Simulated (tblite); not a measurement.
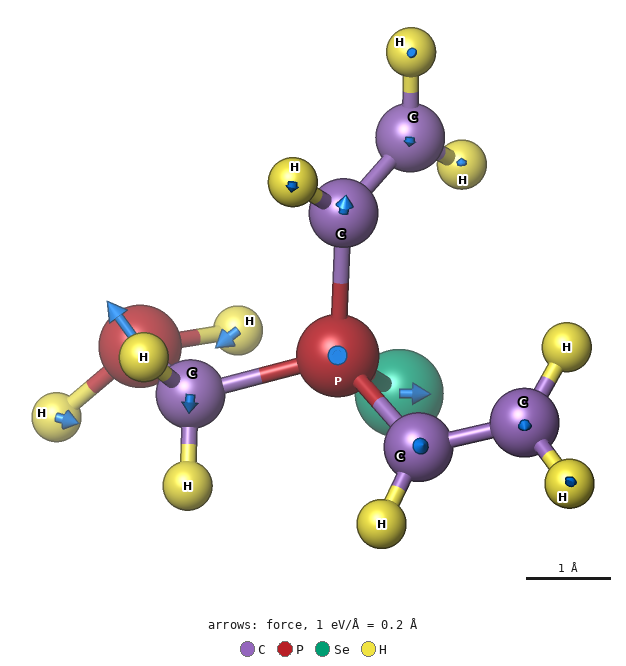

Starting geometry of C5H10P2Se with the computed forces as blue arrows. A ball-and-stick model, seen at a tilt.

Level of theory: GFN2-xTB geometry optimisation, gas phase (tblite 0.8.0). 

Q: What follows when this structure is relaxed?

A: It isn't relaxed: the largest force vector, on a P atom, is 3.41 eV/Å. The final displacements have little in common with the starting forces (cosine between the two patterns 0.27). The largest moves after the best rigid fit, 1.06 Å, are those of H atoms. Largest moves by element: H 1.06 Å, P 0.82 Å, C 0.64 Å, Se 0.53 Å. Some distances before and after: H–Se 2.162 → 3.213 Å, P–Se 3.147 → 3.969 Å, H–P 1.439 → 1.392 Å, C–P 1.765 → 1.811 Å. Among the angles between lasting bonds that change: H–P–H 114.3° → 92.4°, C–P–H 114.0° → 95.2°, C–P–H 106.8° → 94.7°. Groups turn about C–P by about 40°, C–P by about 25°. Over 157 geometry steps the energy falls by 42.8 kcal/mol.
